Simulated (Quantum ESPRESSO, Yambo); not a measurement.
# BaTiO3 (P4mm): G0W0 with Yambo, start to end, part 3 of 3

Wanted: ground state, empty states, screening and self-energy for BaTiO3 (P4mm).

Quantum ESPRESSO 7.5 and Yambo 5.3.0; PBE and many-body steps on it, plane waves. Known limits of the many-body steps: not at the basis limit; no spin-orbit coupling; coarse k mesh.

So far. Step 3 (Bands along the symmetry lines): The gap is 1.845 eV, as in the run before at this level. Step 4 (Empty states on the mesh, 4×4×4 mesh, 129 bands): On this mesh the gap is 1.845 eV.

The database entry behind the starting cell differs from later determinations by our own check (c/a about 0.6 % short), so it need not match the best structure at ambient conditions.

## 6. Screening and self-energy, 4×4×4 mesh, 129 bands, screening to 136.1 eV

Now the one-shot GW correction: screening in the RPA, then the self-energy of the levels asked for.

This step: G0W0 on PBE, plane waves, norm-conserving pseudopotentials.

The input, gw1.in:

```
HF_and_locXC
gw0
dyson
ppa
em1d
rim_cut
RandQpts= 1000000
RandGvec= 1 RL
EXXRLvcs= 76 Ry
VXCRLvcs= 304 Ry
Chimod= "HARTREE"
% BndsRnXp
 1 | 129 |
%
NGsBlkXp= 10 Ry
% LongDrXp
 1 | 1 | 1 |
%
% GbndRnge
 1 | 129 |
%
DysSolver= "n"
ExtendOut
PPAPntXp= 27.21138 eV
% QPkrange
 18 | 18 | 19 | 22 |
 1 | 1 | 19 | 22 |
%
```

The run is started by

```bash
$ OMP_NUM_THREADS=1 mpirun -n 4 yambo -F gw1.in -J gw1 -C gw1 > gw1.log
```

Log:

```text
 Yambo, version 5.3.0

 [02] CORE Variables Setup
 =========================

  [... cell, symmetries and grids as in the set-up ...]

  [02.05] Energies & Occupations
  ==============================

  [X] === General ===
  [X] Electronic Temperature                        :  0.000000  0.000000 [eV K]
  [X] Bosonic    Temperature                        :  0.000000  0.000000 [eV K]
  [X] Finite Temperature mode                       : no
  [X] El. density                                   :  0.62226E+24 [cm-3]
  [X] Fermi Level                                   :  10.42650 [eV]

  [X] === Gaps and Widths ===
  [X] Conduction Band Min                           :  1.844946 [eV]
  [X] Valence Band Max                              :  0.000000 [eV]
  [X] Filled Bands                                  :  20
  [X] Empty Bands                                   :   21  129
  [X] Direct Gap                                    :  2.185195 [eV]
  [X] Direct Gap localized at k                     :  1
  [X] Indirect Gap                                  :  1.844946 [eV]
  [X] Indirect Gap between kpts                     :  18   1
  [X] Last valence band width                       :  0.921446 [eV]
  [X] 1st conduction band width                     :  2.384365 [eV]

 [03] Transferred momenta grid and indexing
 ==========================================

 IBZ Q-points                                      :  18
 BZ  Q-points                                      :   64

 K/Q-points units:
 rlu = crystal or reduced units; cc = cartesian coordinates; iku = interal k-units

 Q [ 1]         [rlu]:  0.000000  0.000000  0.000000
 Q [ 2]         [rlu]:  0.000000  0.000000  0.250000
 Q [ 3]         [rlu]:  0.000000  0.000000 -0.500000
 Q [ 4]         [rlu]:  0.000000  0.250000  0.000000
 Q [ 5]         [rlu]:  0.000000  0.250000  0.250000
 Q [ 6]         [rlu]:  0.000000  0.250000 -0.500000
 Q [ 7]         [rlu]:  0.000000 -0.500000  0.000000
 Q [ 8]         [rlu]:  0.000000 -0.500000  0.250000
 Q [ 9]         [rlu]:  0.000000 -0.500000 -0.500000
 Q [10]         [rlu]:  0.250000  0.250000  0.000000
     [... 6 further rows ...]
 Q [17]         [rlu]: -0.500000 -0.500000  0.250000
 Q [18]         [rlu]: -0.500000 -0.500000 -0.500000

 [04] Coloumb potential Random Integration (RIM)
 ===============================================

  [04.01] RIM initialization
  ==========================

  * Diagonal components only detected *

  8 x (sBL volume)        :  0.071477 [a.u.]
  sBZ random points       :  1000000
  Points outside the sBZ  :   7992674
  RL volume               :  0.571816 [a.u.]
  Integrated volume       :  0.572340 [a.u.]

  [04.02] RIM integrals
  =====================

  Gamma point sphere radius             :  0.075279 [a.u.]
  Points outside the sphere             :   799805
  [Int_sBZ(q=0) 1/q^2]*(Vol_sBZ)^(-1/3) =:  7.678263
                                 should be <:  7.795600

  Summary of Coulomb integrals for non-metallic bands |Q|[au] RIM/Bare

  Q [1] 0.100000E-4 0.984948 * Q [2] 0.206876 1.047531
  Q [4] 0.207818 1.051805 * Q [5] 0.293234 1.049190
  Q [10] 0.293899 1.050618 * Q [11] 0.359408 1.035725
  Q [3] 0.413753 1.019729 * Q [7] 0.415636 1.019337
  Q [6] 0.463012 1.018201 * Q [8] 0.464275 1.017296
  Q [13] 0.464695 1.017702 * Q [12] 0.507512 1.016101
  Q [14] 0.508664 1.015336 * Q [9] 0.586468 1.011933
  Q [16] 0.587797 1.011712 * Q [15] 0.622200 1.010847
  Q [17] 0.623140 1.010401 * Q [18] 0.718817 1.008389

 [05] Dipoles
 ============

  [05.01] Setup: observables and procedures
  =========================================

  [WARNING] [x,Vnl] slows the Dipoles computation. To neglect it rename the ns.kb_pp file

 [06] Dynamic Dielectric Matrix (PPA)
 ====================================

 [WR./gw1//ndb.pp]---------------------------------------------------------------
  Brillouin Zone Q/K grids (IBZ/BZ)                :   18   64   18   64
  RL vectors                                       :   5983 [WF]
  Coulomb cutoff potential                         : none
  Electronic Temperature                           :  0.000000 [K]
  Bosonic    Temperature                           :  0.000000 [K]
  PPA    diel. fun.  energies                      : Perdew, Burke & Ernzerhof(X)+Perdew, Burke & Ernzerhof(C)
  wavefunctions                                    : Perdew, Burke & Ernzerhof(X)+Perdew, Burke & Ernzerhof(C)
  Global Gauge                                     : length
  X matrix size                                    :  253
  X band range                                     :    1  129
  X e/h energy range                               : -1.000000 -1.000000 [eV]
  X Time ordering                                  : R
  X Hxc Kernel                                     : HARTREE
  X Drude frequency                                :  0.000000  0.000000
  X poles                                          :  100.0000 [o/o]
  RL vectors in the sum                            :   5983
  [r,Vnl] included                                 : yes
  Field direction                                  :  0.577350E-5  0.577350E-5  0.577350E-5
  BZ energy Double Grid                            : no
  BZ energy DbGd points                            : 0
  BZ Q point size factor                           : -1.000000
  X Optical Averaged directions                    : none

 [07] Local Exchange-Correlation + Non-Local Fock
 ================================================

 [VXC] Plane waves :   38811
 [EXS] Plane waves :   4945

 QP @ state[ 1 ] K range:  1  1
 QP @ state[ 1 ] b range:  19  22
 QP @ state[ 2 ] K range:  18  18
 QP @ state[ 2 ] b range:  19  22

 [xc] Functional : Perdew, Burke & Ernzerhof(X)+Perdew, Burke & Ernzerhof(C)
 [xc] LIBXC used to calculate xc functional
  PP Number of Atomic Species                      :  3
  NLCC RL compoments                               :   38811
  PP Number of Atomic Species                      :  3
  NLCC RL compoments                               :   38811

 [xc] E_xc :  -21.67160 [Ha]
      E_xc :  -43.34321 [Ry]

  Local XC kind (lXC) : Perdew, Burke & Ernzerhof(X)+Perdew, Burke & Ernzerhof(C)
  Non-Local XC kind (nlXC) : Hartree-Fock

  Corrections @ K [1] :  [eV]
 <19|nlXC|19> = -24.44848 -0.11947E-16 <19|lXC|19> = -20.02345 -0.47204E-16
 <20|nlXC|20> = -24.44835 -0.10312E-16 <20|lXC|20> = -20.02345  0.000000
 <21|nlXC|21> = -11.40013 -0.67176E-18 <21|lXC|21> = -18.77758 -0.18882E-15
 <22|nlXC|22> = -12.04196 -0.29307E-18 <22|lXC|22> = -19.04558 -0.47204E-16

  Corrections @ K [18] :  [eV]
 <19|nlXC|19> = -24.90427 -0.15702E-16 <19|lXC|19> = -19.96267  0.37763E-15
 <20|nlXC|20> = -24.94241 -0.78957E-17 <20|lXC|20> = -19.98901  0.000000
 <21|nlXC|21> = -13.11098 -0.22459E-18 <21|lXC|21> = -21.86211  0.18882E-15
 <22|nlXC|22> = -13.22005 -0.51889E-18 <22|lXC|22> = -21.87816 -0.18882E-15

  [07.01] Hartree-Fock occupations report
  =======================================

  [Hartree-Fock] === General ===
  [Hartree-Fock] Electronic Temperature             :  0.000000  0.000000 [eV K]
  [Hartree-Fock] Bosonic    Temperature             :  0.000000  0.000000 [eV K]
  [Hartree-Fock] Finite Temperature mode            : no
  [Hartree-Fock] El. density                        :  0.62226E+24 [cm-3]
  [Hartree-Fock] Fermi Level                        :  10.42650 [eV]

  [Hartree-Fock] === Gaps and Widths ===
  [Hartree-Fock] Conduction Band Min                :  1.919339 [eV]
  [Hartree-Fock] Valence Band Max                   : -0.036826 [eV]
  [Hartree-Fock] Filled Bands                       :  20
  [Hartree-Fock] Empty Bands                        :   21  129
  [Hartree-Fock] Direct Gap                         :  2.450808 [eV]
  [Hartree-Fock] Direct Gap localized at k          :  2
  [Hartree-Fock] Indirect Gap                       :  1.956164 [eV]
  [Hartree-Fock] Indirect Gap between kpts          :  17   2
  [Hartree-Fock] Last valence band width            :  4.916575 [eV]
  [Hartree-Fock] 1st conduction band width          :  11.06110 [eV]

 [08] Dyson equation: Newton solver
 ==================================

  [08.01] G0W0 (W PPA)
  ====================

  [  GW  ] Bands range     :    1  129
  [GW/PPA] G damping       :  0.100000 [eV]

  QP @ state[ 1 ] K range:  1  1
  QP @ state[ 1 ] b range:  19  22
  QP @ state[ 2 ] K range:  18  18
  QP @ state[ 2 ] b range:  19  22

   Sc/G bands                                       :    1  129
   Sc/G damping                                     :  0.100000 ev
   Sc bands terminator                              : no
   Sx RL components                                 :   4945

   QP @ state[ 1 ] K range                          :  1  1
   QP @ state[ 1 ] b range                          :  19  22
   QP @ state[ 2 ] K range                          :  18  18
   QP @ state[ 2 ] b range                          :  19  22
   GF energies kind                                 : Perdew, Burke & Ernzerhof(X)+Perdew, Burke & Ernzerhof(C)
   GF WF`s kind                                     : Perdew, Burke & Ernzerhof(X)+Perdew, Burke & Ernzerhof(C)
   Xs energies kind                                 : Perdew, Burke & Ernzerhof(X)+Perdew, Burke & Ernzerhof(C)
   Xs WF`s kind                                     : Perdew, Burke & Ernzerhof(X)+Perdew, Burke & Ernzerhof(C)

 [11] Game Over & Game summary
```

It took 3.9 min on 4 MPI ranks of Arm Neoverse V2, shared host; peak memory 2.1 GiB.

This step gave:

- G0W0 gap on the points computed: 3.312 eV
- starting gap on the mesh: 1.845 eV
- k of the valence top: -0.5, -0.5, -0.5
- k of the conduction bottom: 0, 0, 0
- least direct G0W0 gap on the computed points: 3.663 eV
- Z at the valence top: 0.7633
- Z at the conduction bottom: 0.7772

The gap on the mesh goes from 1.84 eV to 3.31 eV, a correction of +1.47 eV.

Limits: finite bands, cutoff and mesh; no spin-orbit coupling; coarse k mesh. v1 is the top filled band, c1 the lowest empty one. The levels before and after the correction (eV, zero at the valence-band top of each column):

```
           conduction bottom  valence top
Kohn-Sham               1.84         0.00
     G0W0               3.31         0.00
```

```
                         level  energy (eV)
Kohn-Sham              Γ v2-v1       -0.340
Kohn-Sham                 Γ c1        1.845
Kohn-Sham                 Γ c2        2.161
Kohn-Sham  (-0.5 -0.5 -0.5) v2       -0.139
Kohn-Sham  (-0.5 -0.5 -0.5) v1        0.000
Kohn-Sham  (-0.5 -0.5 -0.5) c1        4.229
Kohn-Sham  (-0.5 -0.5 -0.5) c2        4.252
     G0W0              Γ v2-v1       -0.350
     G0W0                 Γ c1        3.312
     G0W0                 Γ c2        3.657
     G0W0  (-0.5 -0.5 -0.5) v2       -0.166
     G0W0  (-0.5 -0.5 -0.5) v1        0.000
     G0W0  (-0.5 -0.5 -0.5) c1        5.968
     G0W0  (-0.5 -0.5 -0.5) c2        6.061
```

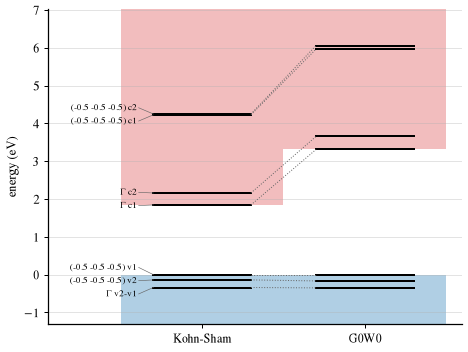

Levels before and after the correction. Shaded: valence and conduction bands.

## 7. Where the time went

Times are wall times on the hardware named with each run, good to a factor of about two.

```
                          step     time  share  memory (GiB)
                  ground state     23 s    8 %          0.37
bands along the symmetry lines     11 s    4 %          0.27
      empty states on the mesh     22 s    8 %          0.43
         conversion and set-up    2.9 s    1 %          0.25
     screening and self-energy  3.9 min   80 %           2.1
```

## 8. Results

| Quantity | Value |
| --- | --- |
| PBE gap | 1.84 eV, indirect |
| G0W0 gap on the mesh | 3.31 eV |
| GW settings | 4×4×4 mesh, 129 bands, screening to 136.1 eV, Godby-Needs plasmon pole |
| known limits | not at the basis limit; no spin-orbit coupling; coarse k mesh |

**Reading.** G0W0 moves the gap on the mesh from 1.84 eV to 3.31 eV (+1.47 eV), with Z of 0.76 and 0.78 at the edges. Only 2 of the mesh's irreducible points were corrected, so a valley elsewhere could overtake. The dearest step here is «screening and self-energy». Bands and cutoff are finite, so the gap is not at the basis limit. The miss can reach some tenths of an eV and take either sign; the mesh is an error of its own. In the G0W0 run levels were corrected at 2 k points alone, so a gap called «on the mesh» is the least over those, and an edge elsewhere would be missed. The 4×4×4 mesh is coarse for this cell, which bears on the long-range parts of exchange and screening. The many-body steps are scalar-relativistic: spin-orbit coupling is not in them.

[Paths, hosts, dates, memory and timing lines, banners, echoed tables and standing remarks are left out of the program output.]

[Logs are printed without paths, hosts, clocks, repeated set-up lines and the standing remarks that a program may print on its own settings, such as how far it seeks lower states.]

[Runs of the session that timed out or met a known fault of the program may be left out.]

[Hosts, paths, dates, database ids (printed as entryN), source tags and the programs' standing remarks are cut or masked in the printed files.]
